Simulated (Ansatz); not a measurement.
**[AlH4]− (SMILES [H][Al-]([H])([H])[H]): BHLYP/6-31G**

Aim: the energy change on altering one bond length of [AlH4]− at BHLYP/6-31G, from 2 runs. 

The results are computed with Ansatz 0.2.0.

6 further runs of the same task are left out: 6 that didn't finish.

**1. Starting point**

[AlH4]− has 5 atoms, charge -1, and is taken as a singlet. SMILES: `[H][Al-]([H])([H])[H]`. The shape comes from GFN2-xTB, which is rough for such elements, and wasn't checked as a minimum.

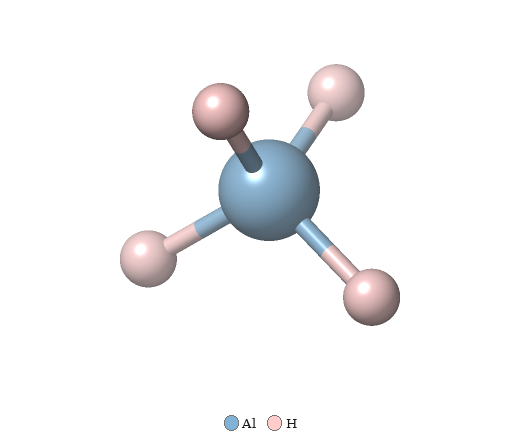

The structure, seen from a chosen angle (aluminium light blue, hydrogen pink).

**2. A single-point energy at BHLYP/6-31G**

Contents of run.yaml:

```yaml
crystal:
  periodic: [false, false, false]
  atoms:
    - {symbol: Al, position_ang: [-0.001450, -0.001080, -0.000010]}
    - {symbol: H, position_ang: [0.012860, -0.019320, 1.627070]}
    - {symbol: H, position_ang: [1.530040, 0.013000, -0.552880]}
    - {symbol: H, position_ang: [-0.773910, 1.334120, -0.520140]}
    - {symbol: H, position_ang: [-0.767540, -1.326720, -0.554050]}
basis:
  gaussian:
    orbitals: 6-31G
total_charge: -1
hamiltonian:
  xc: {name: BHLYP}
accuracy: high
```

Run with:

```
ansatz run run.yaml --threads 1 --pin off --max-ram 2610MiB --events-out events.jsonl --progress --plain --runs-dir runs
```

Standard output:

```text
Warning: RAYON_NUM_THREADS=1 ignored (pool sized by the plan → 1); use --threads N
Functional definition: BHLYP
  name "BHLYP"
  parameter a = 0.5
  exchange = (1 - a)*b88_x + a*exact_x
  correlation = lyp_c
483 factors; integrals over basis functions are off by at most 2.6e-9 eV
mean field evaluation 1: about -6660.9357 eV, gradient 5.5e0 eV
mean field evaluation 2: about -6661.0823 eV, gradient 1.1e0 eV
mean field evaluation 4: about -6661.0934 eV, gradient 2.4e-1 eV
mean field evaluation 8: about -6661.0938 eV, gradient 1.1e-4 eV
mean field -6661.09376573 eV, -244.7906808392 hartree, gradient 2.0e-9 eV, S^2 0.000000; 0 other end points of the search recorded, 0 dependent functions left out
reference -6661.09379108 eV, -244.7906817706 hartree; 9, 9 occupied and 12, 12 virtual orbitals, 483 factors
Total energy: -6661.09379108 eV, -244.7906817706 hartree
```

It took 1.1 s on 1 thread of Arm Neoverse V1, shared host.

**3. The distorted shape at the same level**

Contents of input.yaml:

```yaml
crystal:
  periodic: [false, false, false]
  atoms:
    - symbol: Al
      position_ang: [-0.005028, 0.003480, -0.406824]
    - symbol: H
      position_ang: [0.012860, -0.019320, 1.627070]
    - symbol: H
      position_ang: [1.526462, 0.017560, -0.959694]
    - symbol: H
      position_ang: [-0.777488, 1.338680, -0.926954]
    - symbol: H
      position_ang: [-0.771118, -1.322160, -0.960864]
basis:
  gaussian:
    orbitals: 6-31G
total_charge: -1
hamiltonian:
  xc: {name: BHLYP}
accuracy: high
```

Run with:

```
ansatz run input.yaml --threads 1 --pin off --max-ram 2610MiB --events-out events.jsonl --progress --plain --runs-dir runs
```

Standard output:

```text
Warning: RAYON_NUM_THREADS=1 ignored (pool sized by the plan → 1); use --threads N
[... 5 set-up lines as earlier in the session ...]
482 factors; integrals over basis functions are off by at most 2.7e-9 eV
mean field evaluation 1: about -6660.4128 eV, gradient 6.4e0 eV
mean field evaluation 2: about -6660.6275 eV, gradient 1.9e0 eV
mean field evaluation 4: about -6660.6458 eV, gradient 2.8e-1 eV
mean field evaluation 8: about -6660.6498 eV, gradient 2.0e-3 eV
mean field -6660.64984038 eV, -244.7743668835 hartree, gradient 1.8e-8 eV, S^2 0.000000; 0 other end points of the search recorded, 0 dependent functions left out
reference -6660.64986652 eV, -244.7743678441 hartree; 9, 9 occupied and 12, 12 virtual orbitals, 482 factors
Total energy: -6660.64986652 eV, -244.7743678441 hartree
```

Run time: 1 s. Hardware: 1 thread of Arm Neoverse V1, shared host.

**4. Summary of results**

Level: BHLYP/6-31G.

| quantity | value |
| --- | --- |
| first shape: total energy | -244.79068 Eh |
| distorted shape: total energy | -244.77437 Eh |
| energy change with the Al1–H2 bond stretched from 1.627 to 2.034 Å | 0.444 eV |

**Reading.** With the Al1–H2 bond stretched from 1.627 to 2.034 Å the energy rises by 0.44 eV (42.8 kJ/mol). The first shape isn't relaxed at this level, so the change isn't measured from a minimum.
